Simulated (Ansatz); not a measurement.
# AlBO (singlet): PBE, r2SCAN, PBE0, B3LYP, wB97M-V, B2PLYP, RPA-PBE over vertical spin and charge gaps, cc-pVDZ

How well do these functionals follow the top wave-function level for AlBO (singlet) over vertical spin and charge gaps?

Program: Ansatz 0.2.0, Gaussian basis. Level of theory: cc-pVDZ, all electrons in the functionals, frozen cores in the correlation of double hybrids and RPA. These are calculated values, not measurements.

The runs, in order: PBE, r2SCAN, PBE0, B3LYP, wB97M-V, B2PLYP, RPA-PBE, at charge 0, singlet; charge 0, triplet; charge 1, doublet.

10 further runs of the same task are left out: 6 for a known fault of the program, 4 set aside as unsound or not needed.

## Step 1: The system

The geometry is a PBE0/def2-TZVP stationary point (not a proven minimum).

3 atoms, charge 0, spin multiplicity 1.

Atoms are counted from 1 here; the program's logs count them from 0.

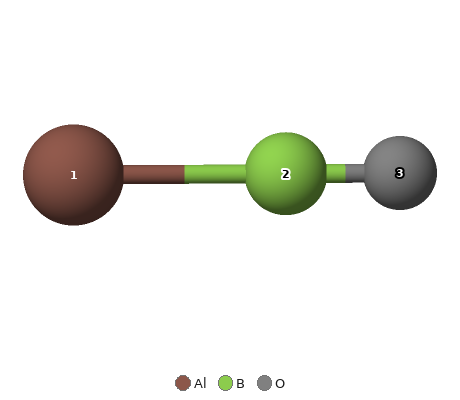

The geometry (aluminium brown, boron green, oxygen grey); atoms are numbered from 1 in the order of the file.

No dispersion term is added; wB97M-V holds VV10 nonlocal correlation. B3LYP takes the VWN-RPA correlation.

The geometry shown and the zero of energy belong to the point charge 0, singlet. The yardstick, UCCSDT(Q), and other wave-function levels (R restricted, U unrestricted, valence and pair active spaces) come from earlier runs.

## Step 2: PBE, charge 0, singlet

The input, in.yaml:

```yaml
crystal:
  periodic: [false, false, false]
  atoms:
    - {symbol: Al, position_ang: [0.000000, 0.000000, 1.899900]}
    - {symbol: B, position_ang: [0.000000, 0.000000, -0.346500]}
    - {symbol: O, position_ang: [0.000000, 0.000000, -1.553400]}
basis:
  gaussian: {orbitals: cc-pVDZ}
magnetization: {spin_polarized: true, initial_magnetization: 0}
hamiltonian: {xc: {name: PBE}}
output: {orbitals: {seedname: orbitals}}
```

Run with:

```sh
$ ansatz run in.yaml --threads 1 --pin off --events-out ev --progress --plain --max-ram 4096MiB --backend cpu
```

The runs that follow: PBE, charge 0, triplet; PBE, charge 1, doublet; r2SCAN, charge 0, singlet; r2SCAN, charge 0, triplet; r2SCAN, charge 1, doublet; PBE0, charge 0, singlet; PBE0, charge 0, triplet; PBE0, charge 1, doublet; B3LYP, charge 0, singlet; B3LYP, charge 0, triplet; B3LYP, charge 1, doublet; wB97M-V, charge 0, singlet; wB97M-V, charge 0, triplet; wB97M-V, charge 1, doublet; B2PLYP, charge 0, singlet; B2PLYP, charge 0, triplet; B2PLYP, charge 1, doublet; RPA-PBE, charge 0, singlet; RPA-PBE, charge 0, triplet; RPA-PBE, charge 1, doublet.

**Question.** What will the summary of the whole plan be? Wanted: singlet to triplet, UCCSDT(Q); ionisation to the doublet cation, UCCSDT(Q); largest miss, PBE; largest miss, r2SCAN; largest miss, PBE0; largest miss, B3LYP; largest miss, wB97M-V; largest miss, B2PLYP; largest miss, RPA-PBE.

**Answer**, as computed:

| quantity | value |
| --- | --- |
| singlet to triplet, UCCSDT(Q) | 177.3 kJ/mol |
| ionisation to the doublet cation, UCCSDT(Q) | 842.7 kJ/mol |
| largest miss, PBE | -17.4 kJ/mol (singlet to triplet) |
| largest miss, r2SCAN | -37.7 kJ/mol (singlet to triplet) |
| largest miss, PBE0 | -17.8 kJ/mol (singlet to triplet) |
| largest miss, B3LYP | +14.7 kJ/mol (ionisation to the doublet cation) |
| largest miss, wB97M-V | +27.5 kJ/mol (singlet to triplet) |
| largest miss, B2PLYP | +1.8 kJ/mol (singlet to triplet) |
| largest miss, RPA-PBE | +17.3 kJ/mol (ionisation to the doublet cation) |
| largest miss, RCCSD(T) | +0.9 kJ/mol (ionisation to the doublet cation) |
| largest miss, UCCSD(T) | +1.1 kJ/mol (ionisation to the doublet cation) |

What this shows: Of the functionals, B2PLYP keep the smallest largest miss at the points compared (at most 1.8 kJ/mol) and r2SCAN strays most (37.7 kJ/mol, at singlet to triplet). Functionals and the yardstick converge differently with the basis, so part of each miss in cc-pVDZ is the basis.
